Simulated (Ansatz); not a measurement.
# CH9NSi (built from SMILES C[SiH3].N): search for a transition state, part 1 of 2

Is there a first-order saddle for this four-centre ligand exchange, which should form Si1–N7, H2–H6 and break Si1–H2, H6–N7, and which two structures does it connect?

The runs use Ansatz 0.2.0, Gaussian basis; PBE0-D4, def2-SVP first, then def2-TZVP.

152 further runs of the same task are left out: 152 set aside as unsound or not needed.

## (1) The starting structure

The guess: 12 atoms, charge 0, spin multiplicity 1.

Atoms are counted from 1 here; the program's logs count them from 0.

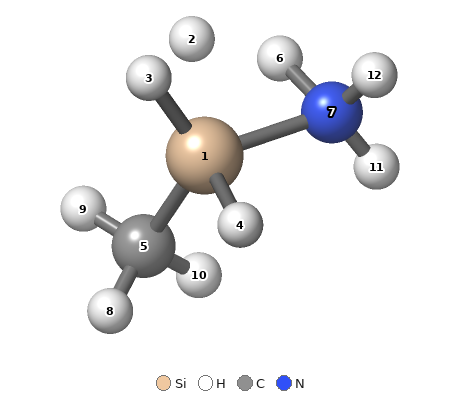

As it starts; silicon light orange, hydrogen white, carbon grey, nitrogen blue; atoms are numbered from 1 in the order of the file.

Coordinates:

```
Si   -0.7220    0.1713    0.0344
H     0.0215   -1.8196   -0.4580
H    -1.9779   -0.5380   -0.0847
H    -1.1548    1.5983    0.0047
C     0.3935    0.0855    1.5564
H     0.3964   -1.0198   -1.2683
N     0.2860    0.1727   -1.5259
H     0.0587    0.7879    2.3121
H     0.3828   -0.9034    1.9962
H     1.4244    0.3244    1.3139
H     1.1235    0.7425   -1.5154
H    -0.2321    0.3981   -2.3654
```

Distances that are to change: Si1–N7 1.86 Å, H2–H6 1.20 Å, Si1–H2 2.18 Å, H6–N7 1.22 Å.

## (2) Constrained relaxation of the guess

hold/in.yaml reads:

```yaml
crystal:
  periodic: [false, false, false]
  atoms:
    - {symbol: Si, position_ang: [-0.722000, 0.171300, 0.034400]}
    - {symbol: H, position_ang: [0.021500, -1.819600, -0.458000]}
    - {symbol: H, position_ang: [-1.977900, -0.538000, -0.084700]}
    - {symbol: H, position_ang: [-1.154800, 1.598300, 0.004700]}
    - {symbol: C, position_ang: [0.393500, 0.085500, 1.556400]}
    - {symbol: H, position_ang: [0.396400, -1.019800, -1.268300]}
    - {symbol: N, position_ang: [0.286000, 0.172700, -1.525900]}
    - {symbol: H, position_ang: [0.058700, 0.787900, 2.312100]}
    - {symbol: H, position_ang: [0.382800, -0.903400, 1.996200]}
    - {symbol: H, position_ang: [1.424400, 0.324400, 1.313900]}
    - {symbol: H, position_ang: [1.123500, 0.742500, -1.515400]}
    - {symbol: H, position_ang: [-0.232100, 0.398100, -2.365400]}
basis:
  gaussian: {orbitals: def2-SVP}
hamiltonian: {xc: pbe0, dispersion: d4}
relax: {f_tol: 0.04, max_steps: 150, escape_saddle: false, constraints: [{distance: [0, 6]}, {distance: [1, 5]}, {distance: [0, 1]}, {distance: [5, 6]}]}
```

Started as:

```bash
$ ansatz run in.yaml --threads 4 --pin off --events-out ev --progress --plain --max-ram 9574MiB
```

Standard output (excerpt; [...] marks lines left out):

```text
Functional definition: PBE0
  name "PBE0"
  cite "Adamo & Barone, J. Chem. Phys. 110, 6158 (1999) doi:10.1063/1.478522"
  cite "Perdew, Burke & Ernzerhof, Phys. Rev. Lett. 77, 3865 (1996) doi:10.1103/PhysRevLett.77.3865"
  parent pbe
[...]
991 factors; integrals over basis functions are off by at most 4.1e-4 eV
[...]
mean field -10538.44066472 eV, -387.2805512169 hartree, gradient 1.4e-5 eV, S^2 0.000000; 0 other end points of the search recorded, 0 dependent functions left out
[...]
reference -10538.44069261 eV, -387.2805522417 hartree; 18, 18 occupied and 73, 73 virtual orbitals, 991 factors
relax step   1: F+E_penalty+E_count = -10538.61981033 eV  Δ(F+E_penalty+E_count) = +0.000e0 eV  max|allowed force component| = 1.017e0 eV/Å  Δτ_max = 0.0000 Å  (24 SCF iters, accepted)
[...]
relax step   4: F+E_penalty+E_count = -10538.68403487 eV  Δ(F+E_penalty+E_count) = -8.644e-3 eV  max|allowed force component| = 7.059e-2 eV/Å  Δτ_max = 0.0353 Å  (24 SCF iters, accepted)
[...]
relax step   5: F+E_penalty+E_count = -10538.68528852 eV  Δ(F+E_penalty+E_count) = -1.254e-3 eV  max|allowed force component| = 3.079e-2 eV/Å  Δτ_max = 0.0111 Å  (22 SCF iters, accepted)
  distance Si 0 - N 6 held at 1.857580 Å   reaction = -7.7807e-2 eV/Å
  distance H 1 - H 5 held at 1.198673 Å   reaction = +8.4818e-1 eV/Å
  distance Si 0 - H 1 held at 2.181498 Å   reaction = -3.5278e-2 eV/Å
  distance H 5 - N 6 held at 1.224991 Å   reaction = -3.9969e-1 eV/Å
991 factors; integrals over basis functions are off by at most 4.4e-4 eV
mean field -10538.50616531 eV, -387.2829583190 hartree, gradient 7.5e-6 eV, S^2 0.000000; 1 other end points of the search recorded, 0 dependent functions left out
[...]
reference -10538.50619312 eV, -387.2829593409 hartree; 18, 18 occupied and 73, 73 virtual orbitals, 991 factors
Total energy: -10538.68531633 eV, -387.2895419977 hartree
Atom 0 at    -0.695030     0.198666     0.035300 Å, force    -0.043708     0.030649     0.092786 eV/Å
Atom 1 at     0.080616    -1.795129    -0.391417 Å, force     0.228595     0.529105    -0.593849 eV/Å
Atom 2 at    -1.960624    -0.565515    -0.093735 Å, force     0.002254    -0.000682    -0.000059 eV/Å
Atom 3 at    -1.137020     1.648057    -0.004930 Å, force    -0.004908     0.008043     0.001948 eV/Å
Atom 4 at     0.374163     0.065354     1.566991 Å, force    -0.009049     0.007859    -0.008640 eV/Å
Atom 5 at     0.385317    -0.997045    -1.232271 Å, force    -0.170719    -0.969487     0.693255 eV/Å
Atom 6 at     0.270105     0.179923    -1.551762 Å, force     0.002708     0.367143    -0.156856 eV/Å
Atom 7 at     0.050895     0.790856     2.329825 Å, force    -0.002378     0.003855    -0.001812 eV/Å
Atom 8 at     0.357670    -0.952180     1.977829 Å, force    -0.000660    -0.009402     0.000417 eV/Å
Atom 9 at     1.419034     0.296821     1.304055 Å, force     0.002206     0.000414     0.007477 eV/Å
Atom 10 at     1.122703     0.743132    -1.544585 Å, force    -0.017526     0.001712    -0.024961 eV/Å
Atom 11 at    -0.267830     0.386960    -2.395298 Å, force     0.013186     0.030790    -0.009705 eV/Å
Dipole moment:     0.220311     0.552147    -0.347951 e Å
```

It took 6.5 s on 4 threads of Arm Neoverse V1, shared host.

Step by step:

| step | energy from step 1 (eV) | largest force component (eV/Å) |
| --- | --- | --- |
| 1 | 0.0000 | 1.0166 |
| 2 | -0.0556 | 0.3344 |
| 3 | -0.0548 | 0.1548 |
| 4 | -0.0642 | 0.0706 |
| 5 | -0.0655 | 0.0308 |

Distances of close pairs at the start and the end, largest changes first:

| bond | before (Å) | after (Å) | change (Å) |
| --- | --- | --- | --- |
| Si1–H3 | 1.447 | 1.484 | +0.037 |
| Si1–H4 | 1.491 | 1.516 | +0.024 |
| C5–H8 | 1.085 | 1.101 | +0.017 |
| C5–H10 | 1.086 | 1.102 | +0.016 |
| Si1–C5 | 1.889 | 1.873 | -0.016 |
| C5–H9 | 1.082 | 1.097 | +0.015 |
| N7–H12 | 1.012 | 1.022 | +0.010 |
| N7–H11 | 1.013 | 1.022 | +0.009 |

## (3) Force constants to start from

hessian/in.yaml reads:

```yaml
crystal:
  periodic: [false, false, false]
  atoms:
    - {symbol: Si, position_ang: [-0.695030, 0.198666, 0.035300]}
    - {symbol: H, position_ang: [0.080616, -1.795129, -0.391417]}
    - {symbol: H, position_ang: [-1.960624, -0.565515, -0.093735]}
    - {symbol: H, position_ang: [-1.137020, 1.648057, -0.004930]}
    - {symbol: C, position_ang: [0.374163, 0.065354, 1.566991]}
    - {symbol: H, position_ang: [0.385317, -0.997045, -1.232271]}
    - {symbol: N, position_ang: [0.270105, 0.179923, -1.551762]}
    - {symbol: H, position_ang: [0.050895, 0.790856, 2.329825]}
    - {symbol: H, position_ang: [0.357670, -0.952180, 1.977829]}
    - {symbol: H, position_ang: [1.419034, 0.296821, 1.304055]}
    - {symbol: H, position_ang: [1.122703, 0.743132, -1.544585]}
    - {symbol: H, position_ang: [-0.267830, 0.386960, -2.395298]}
basis:
  gaussian: {orbitals: def2-SVP}
hamiltonian: {xc: pbe0, dispersion: d4}
phonons: {}
scf: {lower_state_search: off}
```

Started as:

```bash
$ ansatz run in.yaml --threads 4 --pin off --events-out ev --progress --plain --max-ram 9574MiB
```

Standard output (excerpt; [...] marks lines left out):

```text
Functional definition: PBE0
  name "PBE0"
  cite "Adamo & Barone, J. Chem. Phys. 110, 6158 (1999) doi:10.1063/1.478522"
  cite "Perdew, Burke & Ernzerhof, Phys. Rev. Lett. 77, 3865 (1996) doi:10.1103/PhysRevLett.77.3865"
  parent pbe
[...]
992 factors; integrals over basis functions are off by at most 4.4e-4 eV
[...]
mean field -10538.50617548 eV, -387.2829586927 hartree, gradient 4.1e-6 eV, S^2 0.000000; 0 other end points of the search recorded, 0 dependent functions left out
[...]
reference -10538.50620321 eV, -387.2829597120 hartree; 18, 18 occupied and 73, 73 virtual orbitals, 992 factors
[... from here to the last solve, the lines of the solves are left out (71 solves) ...]
992 factors; integrals over basis functions are off by at most 4.4e-4 eV
mean field -10538.50611451 eV, -387.2829564524 hartree, gradient 1.1e-6 eV, S^2 0.000000; 0 other end points of the search recorded, 0 dependent functions left out
[...]
WARN: phonons: modes at or below zero, which the zero-point energy, F, S and C_V leave out: 1, the lowest at -1370.82 cm⁻¹. A minimum has none, and a first-order saddle one
[...]
Atom 5 at     0.385317    -0.997045    -1.232271 Å, force    -0.170728    -0.969503     0.693149 eV/Å
Atom 6 at     0.270105     0.179923    -1.551762 Å, force     0.002700     0.367062    -0.156939 eV/Å
Atom 7 at     0.050895     0.790856     2.329825 Å, force    -0.002369     0.003875    -0.001813 eV/Å
Atom 8 at     0.357670    -0.952180     1.977829 Å, force    -0.000621    -0.009371     0.000489 eV/Å
Atom 9 at     1.419034     0.296821     1.304055 Å, force     0.002208     0.000336     0.007454 eV/Å
Atom 10 at     1.122703     0.743132    -1.544585 Å, force    -0.017542     0.001752    -0.024934 eV/Å
Atom 11 at    -0.267830     0.386960    -2.395298 Å, force     0.013182     0.030787    -0.009703 eV/Å
Dipole moment:     0.220310     0.552147    -0.347953 e Å
Vibrations: -1370.82 61.43 168.25 213.65 394.58 535.52 565.38 634.52 673.28 719.23 739.85 851.66 885.86 920.07 961.50 1008.22 1261.62 1338.88 1422.84 1426.93 1493.87 1558.20 1819.89 2119.63 2278.30 3060.24 3155.93 3198.22 3500.21 3616.04 cm⁻¹, zero-point energy 2.515875 eV
Checks for a lower state left out: stability, starts, cluster_reference, orbital_swaps, neighbouring_geometries, increment
```

Wall time 49 s (4 threads of Arm Neoverse V1, shared host).

The structure is not stationary yet, so these wavenumbers are no spectrum; the search needs only the force constants.

## (4) Saddle search in the small basis

A small driver takes partitioned rational-function steps: uphill along one mode, downhill along the rest. It calls the program once a step for energy and forces and updates the Hessian by Bofill's formula. It stops when the largest force is under 0.04 eV/Å and the followed curvature is negative. The first step's input:

presaddle/in.yaml reads:

```yaml
crystal:
  periodic: [false, false, false]
  atoms:
    - {symbol: Si, position_ang: [-0.695030, 0.198666, 0.035300]}
    - {symbol: H, position_ang: [0.080616, -1.795129, -0.391417]}
    - {symbol: H, position_ang: [-1.960624, -0.565515, -0.093735]}
    - {symbol: H, position_ang: [-1.137020, 1.648057, -0.004930]}
    - {symbol: C, position_ang: [0.374163, 0.065354, 1.566991]}
    - {symbol: H, position_ang: [0.385317, -0.997045, -1.232271]}
    - {symbol: N, position_ang: [0.270105, 0.179923, -1.551762]}
    - {symbol: H, position_ang: [0.050895, 0.790856, 2.329825]}
    - {symbol: H, position_ang: [0.357670, -0.952180, 1.977829]}
    - {symbol: H, position_ang: [1.419034, 0.296821, 1.304055]}
    - {symbol: H, position_ang: [1.122703, 0.743132, -1.544585]}
    - {symbol: H, position_ang: [-0.267830, 0.386960, -2.395298]}
basis:
  gaussian: {orbitals: def2-SVP}
hamiltonian: {xc: pbe0, dispersion: d4}
output: {forces: true}
scf: {lower_state_search: off}
```

Started as:

```bash
$ ansatz run in.yaml --threads 4 --pin off --events-out ev --progress --plain --max-ram 9574MiB
```

Step by step:

| step | energy (eV) | largest force (eV/Å) | followed curvature (eV/Å²) |
| --- | --- | --- | --- |
| 1 | -10538.68533 | 0.9695 | -9.18 |
| 2 | -10538.69470 | 0.2674 | -9.55 |
| 3 | -10538.69630 | 0.0481 | -9.84 |
| 4 | -10538.69593 | 0.0510 | -9.86 |
| 5 | -10538.69674 | 0.0338 | -9.88 |

The 5 steps took 3.5 s in all (4 threads of Arm Neoverse V1, shared host).

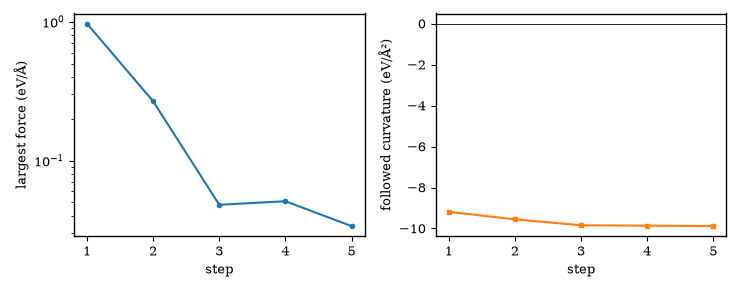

Largest force and followed curvature during the search.

## (5) Saddle search in triple zeta

The search itself is an outer loop (partitioned rational-function steps, Bofill update of the Hessian). Each step is one single-point run with forces. It stops when the largest force is under 0.018 eV/Å and the followed curvature is negative. The first step's input:

saddle/in.yaml reads:

```yaml
crystal:
  periodic: [false, false, false]
  atoms:
    - {symbol: Si, position_ang: [-0.653307, 0.100181, 0.037964]}
    - {symbol: H, position_ang: [0.047427, -1.615349, -0.369496]}
    - {symbol: H, position_ang: [-1.982512, -0.571299, -0.054548]}
    - {symbol: H, position_ang: [-1.064959, 1.572049, -0.015723]}
    - {symbol: C, position_ang: [0.370236, 0.043639, 1.614284]}
    - {symbol: H, position_ang: [0.386225, -0.964140, -1.280968]}
    - {symbol: N, position_ang: [0.278286, 0.175779, -1.626517]}
    - {symbol: H, position_ang: [0.014359, 0.793344, 2.337389]}
    - {symbol: H, position_ang: [0.351910, -0.957538, 2.063884]}
    - {symbol: H, position_ang: [1.421312, 0.279499, 1.380212]}
    - {symbol: H, position_ang: [1.122341, 0.750831, -1.639659]}
    - {symbol: H, position_ang: [-0.291318, 0.392905, -2.446822]}
basis:
  gaussian: {orbitals: def2-TZVP}
hamiltonian: {xc: pbe0, dispersion: d4}
output: {forces: true}
scf: {lower_state_search: off}
```

Started as:

```bash
$ ansatz run in.yaml --threads 4 --pin off --events-out ev --progress --plain --max-ram 9574MiB
```

The driver's record:

| step | energy (eV) | largest force (eV/Å) | followed curvature (eV/Å²) |
| --- | --- | --- | --- |
| 1 | -10544.55146 | 0.2501 | -9.88 |
| 2 | -10544.56257 | 0.0602 | -9.89 |
| 3 | -10544.56319 | 0.0237 | -9.89 |
| 4 | -10544.56332 | 0.0162 | -9.89 |

The 4 steps took 4.7 s in all (4 threads of Arm Neoverse V1, shared host).

The point found:

```
Si   -0.6545    0.1024    0.0344
H     0.0553   -1.6126   -0.3631
H    -1.9668   -0.5817   -0.0647
H    -1.0805    1.5598   -0.0134
C     0.3693    0.0446    1.5996
H     0.3940   -0.9492   -1.2738
N     0.2745    0.1825   -1.6066
H     0.0472    0.8127    2.3068
H     0.3207   -0.9404    2.0643
H     1.4186    0.2351    1.3549
H     1.1102    0.7576   -1.6126
H    -0.2880    0.3891   -2.4257
```

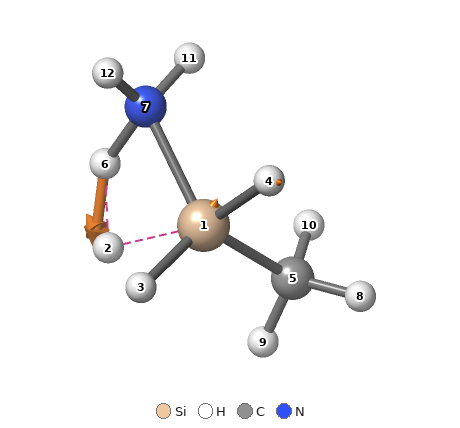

The point found; broken lines mark the pairs that react, arrows the followed mode.

## (6) Checking the order of the point

vib/in.yaml reads:

```yaml
crystal:
  periodic: [false, false, false]
  atoms:
    - {symbol: Si, position_ang: [-0.654462, 0.102376, 0.034391]}
    - {symbol: H, position_ang: [0.055267, -1.612633, -0.363067]}
    - {symbol: H, position_ang: [-1.966841, -0.581700, -0.064742]}
    - {symbol: H, position_ang: [-1.080522, 1.559795, -0.013423]}
    - {symbol: C, position_ang: [0.369295, 0.044634, 1.599603]}
    - {symbol: H, position_ang: [0.394008, -0.949174, -1.273824]}
    - {symbol: N, position_ang: [0.274498, 0.182468, -1.606614]}
    - {symbol: H, position_ang: [0.047236, 0.812692, 2.306780]}
    - {symbol: H, position_ang: [0.320729, -0.940374, 2.064293]}
    - {symbol: H, position_ang: [1.418618, 0.235122, 1.354882]}
    - {symbol: H, position_ang: [1.110181, 0.757599, -1.612582]}
    - {symbol: H, position_ang: [-0.288008, 0.389094, -2.425696]}
basis:
  gaussian: {orbitals: def2-TZVP}
hamiltonian: {xc: pbe0, dispersion: d4}
phonons: {temperatures: {t_min: 298.15, t_max: 900, t_step: 200}}
```

Started as:

```bash
$ ansatz run in.yaml --threads 4 --pin off --events-out ev --progress --plain --max-ram 9574MiB
```

Standard output (excerpt; [...] marks lines left out):

```text
Functional definition: PBE0
  name "PBE0"
  cite "Adamo & Barone, J. Chem. Phys. 110, 6158 (1999) doi:10.1063/1.478522"
  cite "Perdew, Burke & Ernzerhof, Phys. Rev. Lett. 77, 3865 (1996) doi:10.1103/PhysRevLett.77.3865"
  parent pbe
[...]
999 factors; their error is unknown
[...]
mean field -10544.38790320 eV, -387.4991081999 hartree, gradient 3.6e-5 eV, S^2 0.000000; 0 other end points of the search recorded, 0 dependent functions left out
[...]
reference -10544.38793468 eV, -387.4991093565 hartree; 18, 18 occupied and 135, 135 virtual orbitals, 999 factors
[... from here to the last solve, the lines of the solves are left out (71 solves) ...]
999 factors; their error is unknown
[...]
mean field -10544.38780783 eV, -387.4991046952 hartree, gradient 1.6e-6 eV, S^2 0.000000; 0 other end points of the search recorded, 0 dependent functions left out
[...]
WARN: phonons: modes at or below zero, which the zero-point energy, F, S and C_V leave out: 1, the lowest at -1292.16 cm⁻¹. A minimum has none, and a first-order saddle one
[...]
Atom 4 at     0.369295     0.044634     1.599603 Å, force    -0.009203    -0.006842     0.001423 eV/Å
Atom 5 at     0.394008    -0.949174    -1.273824 Å, force    -0.002709    -0.013052     0.002405 eV/Å
Atom 6 at     0.274498     0.182468    -1.606614 Å, force    -0.010042     0.012810    -0.000741 eV/Å
Atom 7 at     0.047236     0.812692     2.306780 Å, force    -0.000898     0.001990    -0.001098 eV/Å
Atom 8 at     0.320729    -0.940374     2.064293 Å, force    -0.000719     0.003064    -0.003777 eV/Å
Atom 9 at     1.418618     0.235122     1.354882 Å, force     0.009652     0.002647    -0.004638 eV/Å
Atom 10 at     1.110181     0.757599    -1.612582 Å, force     0.003127     0.003152     0.002469 eV/Å
Atom 11 at    -0.288008     0.389094    -2.425696 Å, force     0.003310     0.002937     0.005791 eV/Å
Dipole moment:     0.297163     0.322684    -0.418188 e Å
Vibrations: -1292.16 97.66 144.06 206.42 465.65 517.84 578.83 676.47 706.52 732.20 766.31 860.95 910.29 951.19 983.25 1052.64 1271.14 1443.08 1444.70 1480.36 1553.85 1564.36 1927.78 2039.16 2224.08 3048.13 3124.78 3156.63 3502.41 3611.48 cm⁻¹, zero-point energy 2.544295 eV
```

Run time: 78 s. Hardware: 4 threads of Arm Neoverse V1, shared host.

Wavenumbers and character of the modes:

| mode | wavenumber (cm⁻¹) | character |
| --- | --- | --- |
| 1 | 1292i | changes H2–H6, Si1–H2, H6–N7 |
| 2 | 98 | torsion |
| 3 | 144 | bend with torsion |
| 4 | 206 | torsion |
| 5 | 466 | torsion with bend |
| 6 | 518 | bend |
| 7 | 579 | Si–N stretch with bend |
| 8 | 676 | bend |
| 9 | 707 | Si–C stretch with bend |
| 10 | 732 | not assigned (largely outside the bonds, angles and torsions drawn) |
| 11 | 766 | bend |
| 12 | 861 | bend with torsion |
| 13 | 910 | bend with torsion |
| 14 | 951 | not assigned (largely outside the bonds, angles and torsions drawn) |
| 15 | 983 | bend with torsion |
| 16 | 1053 | torsion with bend |
| 17 | 1271 | bend |
| 18 | 1443 | bend |
| 19 | 1445 | bend |
| 20 | 1480 | not assigned (largely outside the bonds, angles and torsions drawn) |
| 21 | 1554 | not assigned (largely outside the bonds, angles and torsions drawn) |
| 22 | 1564 | bend |
| 23 | 1928 | bend with N–H stretch |
| 24 | 2039 | Si–H stretch |
| 25 | 2224 | Si–H stretch |
| 26 | 3048 | C–H stretch |
| 27 | 3125 | C–H stretch |
| 28 | 3157 | C–H stretch |
| 29 | 3502 | N–H stretch |
| 30 | 3611 | N–H stretch |

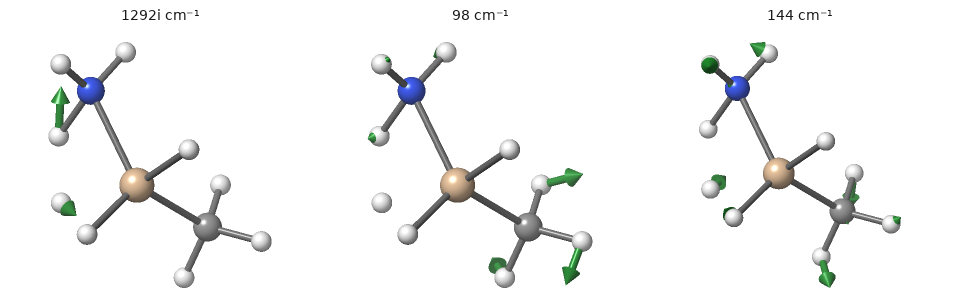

Displacements of 3 modes, as arrows.

Vibrational sums (real modes only):

| T (K) | entropy (J/mol/K) | heat capacity (J/mol/K) |
| --- | --- | --- |
| 298 | 50.2 | 63.8 |
| 498 | 93.9 | 107.9 |
| 698 | 135.6 | 139.3 |
| 898 | 173.6 | 161.7 |

(Continued in part 2 of 2.)
